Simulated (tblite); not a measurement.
C5H10BrNSi: geometry relaxation (part 1 of 4)

- system: C5H10BrNSi
- method: GFN2-xTB geometry optimisation, gas phase (tblite 0.8.0)

It belongs to a series of runs on one base structure; here: constitutional isomer.

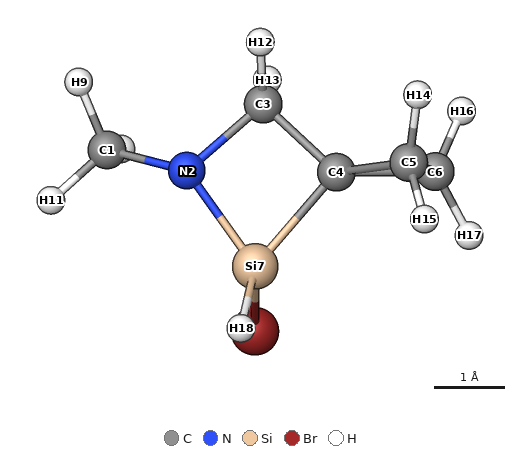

**Figure 1.** The input geometry (ball-and-stick view, seen at a tilt; atoms are numbered from 1 in the order of the input). Bond lengths as drawn: Br–Si 2.18 Å, C–C 1.48 to 1.52 Å, C–H 1.07 to 1.10 Å, C–N 1.44 to 1.49 Å, C–Si 1.80 Å, H–Si 1.48 Å and N–Si 1.70 Å.

### Key numbers

- outcome: converged
- total energy: −668.6614 eV
- hardware: 1 CPU thread, shared host
- wall time: 1.4 s
- peak memory: 0.18 GiB

### Input file
```
{"job": {"kind": "relax", "xc": "GFN2-xTB", "basis": "xTB"}, "charge": 0, "multiplicity": 1}
C     -2.558300    -0.390300    -0.177700
N     -1.286600    -0.091100     0.421800
C     -0.452100     0.741800    -0.484700
C      0.823700     0.217000     0.067700
C      1.925200     1.003900     0.701300
C      2.161900     0.213200    -0.571400
Si    -0.036600    -1.172000     0.823000
Br    -0.058000    -2.956900    -0.431300
H     -3.134100     0.533200    -0.318400
H     -2.483900    -0.884300    -1.146600
H     -3.167500    -1.034400     0.475600
H     -0.614700     1.820600    -0.346800
H     -0.585500     0.534900    -1.551800
H      1.890100     2.086000     0.610000
H      2.394000     0.663400     1.607900
H      2.288100     0.768000    -1.481700
H      2.800800    -0.661200    -0.495900
H      0.084600    -1.385400     2.287500
```

The first line tells a small driver script what to run in tblite; the rest is the geometry in Å.

Launched with:
```bash
OMP_NUM_THREADS=1 python <driver script> task.json out
```

### What the program printed
```
step      E/eV     max force
  0    -668.13893    2.636
  1    -668.30438    1.182
  2    -668.35957    0.689
  3    -668.40410    0.455
  4    -668.42321    0.330
  5    -668.43626    0.312
  6    -668.45673    0.382
  7    -668.47854    0.442
  8    -668.49969    0.406
  9    -668.51595    0.250
 10    -668.52663    0.223
 11    -668.53456    0.265
 12    -668.54468    0.340
 13    -668.55577    0.366
 14    -668.56510    0.289
 15    -668.57128    0.197
 16    -668.57600    0.201
 17    -668.58136    0.159
 18    -668.58785    0.200
 19    -668.59429    0.191
 20    -668.59987    0.197
 21    -668.60481    0.210
 22    -668.60950    0.222
 23    -668.61354    0.179
 24    -668.61632    0.110
 25    -668.61832    0.114
 26    -668.62031    0.137
 27    -668.62263    0.112
 28    -668.62523    0.131
 29    -668.62777    0.152
 30    -668.62980    0.127
 31    -668.63123    0.104
 32    -668.63222    0.076
 33    -668.63296    0.065
 34    -668.63368    0.069
 35    -668.63457    0.080
 36    -668.63567    0.093
 37    -668.63672    0.091
 38    -668.63742    0.062
 39    -668.63793    0.055
 40    -668.63838    0.051
 41    -668.63906    0.050
 42    -668.63943    0.040
 43    -668.63969    0.034
 44    -668.63984    0.033
 45    -668.64006    0.046
 46    -668.64036    0.051
 47    -668.64074    0.043
 48    -668.64108    0.041
 49    -668.64136    0.041
 50    -668.64170    0.043
 51    -668.64222    0.053
 52    -668.64298    0.065
 53    -668.64389    0.081
 54    -668.64492    0.087
 55    -668.64610    0.083
 56    -668.64770    0.094
 57    -668.64979    0.095
 58    -668.65167    0.109
 59    -668.63268    0.649
 60    -668.65292    0.081
 61    -668.65346    0.066
 62    -668.65469    0.086
 63    -668.65512    0.051
 64    -668.65559    0.031
 65    -668.65594    0.037
 66    -668.65622    0.044
 67    -668.65665    0.050
 68    -668.65715    0.050
 69    -668.65752    0.065
 70    -668.65783    0.043
 71    -668.65812    0.041
 72    -668.65877    0.056
 73    -668.65914    0.060
 74    -668.65975    0.041
 75    -668.66008    0.051
 76    -668.66025    0.029
 77    -668.66039    0.028
 78    -668.66055    0.032
 79    -668.66065    0.038
 80    -668.66077    0.033
 81    -668.66089    0.027
 82    -668.66099    0.019
 83    -668.66106    0.016
 84    -668.66111    0.014
 85    -668.66116    0.018
 86    -668.66122    0.017
 87    -668.66126    0.014
 88    -668.66129    0.016
 89    -668.66131    0.015
 90    -668.66134    0.012
 91    -668.66135    0.008
```

### Trajectory as extended XYZ (Å, eV, eV/Å), 45 of the 92 frames kept, from step=0 to step=91
```
18
Properties=species:S:1:pos:R:3:forces:R:3 step=0 energy=-668.13893
C    -2.5583   -0.3903   -0.1777   -1.0660   0.0510   0.7650
N    -1.2866   -0.0911    0.4218   -1.3530   0.7960  -1.8460
C    -0.4521    0.7418   -0.4847   -0.3060   0.5930   0.5670
C     0.8237    0.2170    0.0677    2.1360   0.6750  -0.3830
C     1.9252    1.0039    0.7013    0.1880   0.2970  -0.8050
C     2.1619    0.2132   -0.5714    0.5160   0.4240   0.4270
Si   -0.0366   -1.1720    0.8230   -0.3110  -1.4040   2.2090
Br   -0.0580   -2.9569   -0.4313    0.0920  -0.6600  -0.1740
H    -3.1341    0.5332   -0.3184    0.1550  -0.0240  -0.0020
H    -2.4839   -0.8843   -1.1466    0.2050  -0.0980  -0.1340
H    -3.1675   -1.0344    0.4756    0.3080   0.0980  -0.0720
H    -0.6147    1.8206   -0.3468   -0.1140  -0.1780   0.1580
H    -0.5855    0.5349   -1.5518   -0.1050  -0.2440   0.0830
H     1.8901    2.0860    0.6100   -0.0090  -0.1780   0.0410
H     2.3940    0.6634    1.6079   -0.0850  -0.0900   0.1170
H     2.2881    0.7680   -1.4817    0.0760   0.1060  -0.2180
H     2.8008   -0.6612   -0.4959   -0.2080   0.0450  -0.1020
H     0.0846   -1.3854    2.2875   -0.1200  -0.2080  -0.6320
18
Properties=species:S:1:pos:R:3:forces:R:3 step=2 energy=-668.35957
C    -2.5870   -0.3889   -0.1686   -0.1790   0.0380  -0.3360
N    -1.3060   -0.0786    0.3816    0.0920  -0.2900  -0.2100
C    -0.4546    0.7523   -0.4736    0.1830  -0.0230  -0.1370
C     0.8517    0.2201    0.0642    0.1740  -0.2160   0.1570
C     1.9395    1.0156    0.6898    0.3400  -0.1030  -0.2020
C     2.1862    0.2255   -0.5698    0.2540   0.3480   0.1470
Si   -0.0501   -1.1892    0.8669   -0.5280   0.4170  -0.1490
Br   -0.0551   -2.9759   -0.4351    0.0800  -0.3110   0.1030
H    -3.1331    0.5348   -0.3189   -0.2470   0.2190  -0.0510
H    -2.4802   -0.8860   -1.1476   -0.1020   0.0050   0.0710
H    -3.1615   -1.0348    0.4779   -0.0390  -0.1680   0.2830
H    -0.6188    1.8196   -0.3411   -0.1110   0.1460   0.1950
H    -0.5878    0.5289   -1.5471    0.0060  -0.0510   0.1920
H     1.8902    2.0840    0.6107    0.0220   0.2650  -0.0070
H     2.3900    0.6625    1.6079   -0.0570   0.0380  -0.0250
H     2.2911    0.7705   -1.4873    0.1480   0.1220  -0.2530
H     2.7957   -0.6602   -0.4989    0.0570  -0.0820  -0.0870
H     0.0811   -1.3938    2.2773   -0.0940  -0.3560   0.3090
18
Properties=species:S:1:pos:R:3:forces:R:3 step=4 energy=-668.42321
C    -2.6083   -0.3867   -0.1796    0.0280   0.0520   0.0070
N    -1.3114   -0.0879    0.3532   -0.0730  -0.0260  -0.0040
C    -0.4435    0.7557   -0.4743    0.0730   0.0030   0.0010
C     0.8656    0.2105    0.0703    0.1950   0.1880  -0.0190
C     1.9642    1.0223    0.6803   -0.0830   0.0070  -0.0130
C     2.2138    0.2443   -0.5692   -0.1670  -0.0660  -0.0530
Si   -0.0813   -1.1765    0.8767    0.0420  -0.1280  -0.1320
Br   -0.0493   -2.9997   -0.4284    0.0570  -0.0070   0.3090
H    -3.1473    0.5471   -0.3221   -0.2110   0.0190  -0.0310
H    -2.4862   -0.8873   -1.1464   -0.2710  -0.0520  -0.1180
H    -3.1600   -1.0420    0.4926    0.0330   0.0750   0.0150
H    -0.6261    1.8254   -0.3276    0.0040  -0.0760   0.1240
H    -0.5877    0.5241   -1.5366    0.0950   0.0570  -0.0590
H     1.8919    2.0949    0.6108    0.0490   0.0950   0.0010
H     2.3861    0.6646    1.6063    0.1100   0.0560   0.0380
H     2.3009    0.7774   -1.5014    0.1250   0.0410  -0.0610
H     2.7967   -0.6618   -0.5056    0.1510   0.0400  -0.0900
H     0.0734   -1.4182    2.2893   -0.1560  -0.2780   0.0840
18
Properties=species:S:1:pos:R:3:forces:R:3 step=6 energy=-668.45673
C    -2.6217   -0.3812   -0.1873   -0.0420   0.0260   0.0060
N    -1.3177   -0.0951    0.3337    0.1210   0.1010   0.0130
C    -0.4312    0.7576   -0.4739   -0.1640  -0.0160   0.0400
C     0.8801    0.2149    0.0740   -0.2100  -0.0060   0.0000
C     1.9763    1.0311    0.6762   -0.0660   0.0290   0.0300
C     2.2231    0.2504   -0.5767   -0.0950  -0.0590  -0.0490
Si   -0.0958   -1.1764    0.8750    0.3260  -0.0940   0.1760
Br   -0.0406   -3.0170   -0.3984    0.0490  -0.0230   0.2560
H    -3.1733    0.5550   -0.3263   -0.0270  -0.1880   0.0230
H    -2.5135   -0.8917   -1.1545   -0.2880   0.0280  -0.0340
H    -3.1561   -1.0396    0.5027    0.0310   0.1690  -0.1050
H    -0.6303    1.8229   -0.3086    0.0650  -0.1000   0.0450
H    -0.5790    0.5263   -1.5347    0.1510   0.1380  -0.1030
H     1.8975    2.1081    0.6109    0.0720  -0.0600  -0.0090
H     2.3925    0.6714    1.6071    0.1280   0.0970  -0.0490
H     2.3174    0.7844   -1.5141    0.0460  -0.0350   0.1050
H     2.8091   -0.6579   -0.5176    0.1000   0.1320  -0.0630
H     0.0545   -1.4571    2.3008   -0.1960  -0.1400  -0.2830
18
Properties=species:S:1:pos:R:3:forces:R:3 step=8 energy=-668.49969
C    -2.6367   -0.3725   -0.1982   -0.0240  -0.0610   0.0140
N    -1.3194   -0.1033    0.3113    0.1360  -0.0540  -0.0680
C    -0.4242    0.7580   -0.4732   -0.1780  -0.0210   0.0060
C     0.8884    0.2223    0.0789   -0.2830  -0.1730   0.0000
C     1.9859    1.0421    0.6714    0.0170  -0.0140   0.0050
C     2.2246    0.2542   -0.5876    0.1060   0.0610   0.0640
Si   -0.0937   -1.1798    0.8772    0.1540   0.1410   0.2390
Br   -0.0243   -3.0423   -0.3349    0.0630  -0.1630   0.0820
H    -3.2129    0.5538   -0.3306    0.1960  -0.1860   0.0830
H    -2.5750   -0.8951   -1.1680   -0.1220   0.1180   0.1000
H    -3.1500   -1.0242    0.5102   -0.0600   0.0880  -0.0660
H    -0.6311    1.8133   -0.2785    0.0630   0.0340  -0.0450
H    -0.5547    0.5414   -1.5401    0.1260   0.1890  -0.0670
H     1.9111    2.1229    0.6099    0.0530  -0.1700  -0.0500
H     2.4123    0.6887    1.6041    0.0790   0.0920  -0.1530
H     2.3435    0.7923   -1.5242   -0.1240  -0.0550   0.2000
H     2.8350   -0.6423   -0.5391   -0.0400   0.1500   0.0280
H     0.0126   -1.5232    2.2995   -0.1620   0.0250  -0.3710
18
Properties=species:S:1:pos:R:3:forces:R:3 step=10 energy=-668.52663
C    -2.6418   -0.3716   -0.2019    0.0210  -0.0880   0.0530
N    -1.3158   -0.1134    0.2963   -0.0030  -0.1450  -0.1290
C    -0.4283    0.7573   -0.4739    0.0630   0.0290  -0.0480
C     0.8846    0.2218    0.0804    0.0510  -0.0300  -0.0120
C     1.9877    1.0447    0.6677   -0.0040  -0.0340  -0.0010
C     2.2248    0.2581   -0.5875    0.0470   0.0430   0.0850
Si   -0.0838   -1.1763    0.8854   -0.1170   0.0630  -0.1220
Br   -0.0106   -3.0646   -0.2907    0.0780  -0.1460   0.0330
H    -3.2248    0.5442   -0.3278    0.1900   0.0670   0.0950
H    -2.6185   -0.8909   -1.1714    0.0400   0.0410   0.0400
H    -3.1512   -1.0108    0.5113   -0.1250  -0.0830   0.0780
H    -0.6276    1.8097   -0.2639    0.0080   0.0860  -0.0480
H    -0.5328    0.5627   -1.5483    0.0360   0.1520  -0.0260
H     1.9218    2.1226    0.6057   -0.0110  -0.0460  -0.0840
H     2.4301    0.7037    1.5946    0.0550  -0.0010  -0.0640
H     2.3504    0.7947   -1.5190   -0.1850   0.0460   0.0590
H     2.8491   -0.6253   -0.5492   -0.0400   0.0030   0.1000
H    -0.0219   -1.5604    2.2806   -0.1030   0.0410  -0.0110
18
Properties=species:S:1:pos:R:3:forces:R:3 step=12 energy=-668.54468
C    -2.6454   -0.3779   -0.1992   -0.0150  -0.0160   0.0460
N    -1.3124   -0.1286    0.2758   -0.0180  -0.0250  -0.1150
C    -0.4277    0.7597   -0.4773    0.1260   0.0600  -0.0450
C     0.8841    0.2187    0.0803    0.1590   0.1110   0.0120
C     1.9886    1.0446    0.6661   -0.0350   0.0120   0.0310
C     2.2291    0.2633   -0.5817   -0.0990  -0.0610  -0.0330
Si   -0.0846   -1.1720    0.8839   -0.0800  -0.2330  -0.2340
Br    0.0041   -3.0899   -0.2619    0.0800  -0.0460   0.0490
H    -3.2149    0.5426   -0.3176    0.0900   0.1940   0.0930
H    -2.6413   -0.8852   -1.1702    0.0460  -0.0750  -0.0540
H    -3.1616   -1.0086    0.5171   -0.0530  -0.0990   0.0780
H    -0.6245    1.8135   -0.2595   -0.0170   0.0020  -0.0010
H    -0.5165    0.5884   -1.5561   -0.0060   0.0910  -0.0380
H     1.9272    2.1182    0.5963   -0.0590   0.1070  -0.0650
H     2.4455    0.7124    1.5839    0.0530  -0.0680   0.0890
H     2.3388    0.7997   -1.5103   -0.1260   0.1000  -0.0830
H     2.8542   -0.6147   -0.5467    0.0320  -0.1050   0.0930
H    -0.0514   -1.5780    2.2656   -0.0780   0.0500   0.1760
18
Properties=species:S:1:pos:R:3:forces:R:3 step=14 energy=-668.56510
C    -2.6546   -0.3859   -0.1951   -0.0220   0.1010  -0.0480
N    -1.3067   -0.1504    0.2383    0.0540   0.0350  -0.0310
C    -0.4187    0.7666   -0.4843    0.0180  -0.0030   0.0020
C     0.8891    0.2186    0.0831   -0.0060   0.0380   0.0790
C     1.9913    1.0479    0.6668    0.0170   0.0510   0.0180
C     2.2321    0.2672   -0.5792   -0.1220  -0.0800  -0.1030
Si   -0.0912   -1.1814    0.8700    0.0700  -0.2760  -0.0520
Br    0.0301   -3.1298   -0.2194    0.0810  -0.0280  -0.0060
H    -3.1968    0.5537   -0.2976    0.0000   0.1270   0.0760
H    -2.6709   -0.8830   -1.1717   -0.0400  -0.0920  -0.0260
H    -3.1770   -1.0115    0.5300    0.1220   0.0240  -0.0430
H    -0.6220    1.8184   -0.2517   -0.0250  -0.0820   0.0650
H    -0.4944    0.6287   -1.5687    0.0040   0.0220  -0.0350
H     1.9305    2.1203    0.5798   -0.0740   0.1130   0.0130
H     2.4691    0.7202    1.5756   -0.0150  -0.0440   0.1150
H     2.3161    0.8129   -1.5051   -0.0210   0.0200  -0.1060
H     2.8632   -0.6069   -0.5383    0.0180  -0.0640   0.0090
H    -0.0978   -1.5992    2.2559   -0.0580   0.1380   0.0740
18
Properties=species:S:1:pos:R:3:forces:R:3 step=17 energy=-668.58136
C    -2.6586   -0.3803   -0.1989    0.0770   0.0310  -0.0420
N    -1.2965   -0.1675    0.2105    0.0150  -0.1010  -0.0160
C    -0.4109    0.7680   -0.4883   -0.0260  -0.0700   0.0410
C     0.8902    0.2192    0.0939   -0.0330  -0.0750  -0.0050
C     1.9956    1.0538    0.6673    0.0000  -0.0250  -0.0400
C     2.2230    0.2638   -0.5853    0.0520   0.0640   0.0510
Si   -0.0899   -1.2085    0.8542    0.0050   0.1480   0.0580
Br    0.0589   -3.1642   -0.1938    0.0870  -0.1020  -0.0680
H    -3.1839    0.5745   -0.2755    0.0170  -0.0220   0.0020
H    -2.6973   -0.8886   -1.1732   -0.0780   0.0800   0.0320
H    -3.1715   -1.0086    0.5329    0.1210   0.0880  -0.0400
H    -0.6238    1.8128   -0.2375   -0.0330  -0.0510   0.0890
H    -0.4777    0.6586   -1.5795    0.0410  -0.0230   0.0610
H     1.9241    2.1302    0.5717   -0.0300  -0.0880   0.0700
H     2.4806    0.7230    1.5785   -0.0910   0.0620  -0.0780
H     2.2976    0.8202   -1.5114   -0.0020  -0.1260   0.0180
H     2.8677   -0.6055   -0.5333   -0.0900   0.0670  -0.0750
H    -0.1364   -1.5946    2.2559   -0.0330   0.1440  -0.0590
18
Properties=species:S:1:pos:R:3:forces:R:3 step=19 energy=-668.59429
C    -2.6550   -0.3701   -0.2066    0.0380  -0.0630   0.0260
N    -1.2860   -0.1896    0.1851   -0.0270  -0.0760  -0.0770
C    -0.4070    0.7628   -0.4873    0.0390  -0.0130   0.0220
C     0.8896    0.2149    0.1035    0.0590  -0.0270  -0.1130
C     1.9982    1.0571    0.6640   -0.1050  -0.0500   0.0010
C     2.2159    0.2648   -0.5877    0.0900   0.0710   0.0720
Si   -0.0853   -1.2253    0.8455   -0.0420   0.1430  -0.0280
Br    0.0933   -3.2019   -0.1774    0.0780   0.0360   0.0070
H    -3.1723    0.5919   -0.2558    0.0670  -0.0610  -0.0640
H    -2.7290   -0.8875   -1.1731   -0.0400   0.1820  -0.0440
H    -3.1523   -0.9966    0.5304   -0.0240   0.0030   0.0990
H    -0.6290    1.8004   -0.2150   -0.0420  -0.0370   0.0810
H    -0.4593    0.6816   -1.5836    0.0350  -0.0480   0.1180
H     1.9144    2.1331    0.5723   -0.0200  -0.0960   0.0480
H     2.4818    0.7305    1.5767   -0.0430   0.0500  -0.0840
H     2.2824    0.8146   -1.5176   -0.0120  -0.1000   0.0140
H     2.8643   -0.5994   -0.5369   -0.0420   0.0090  -0.0690
H    -0.1734   -1.5747    2.2518   -0.0080   0.0760  -0.0110
```
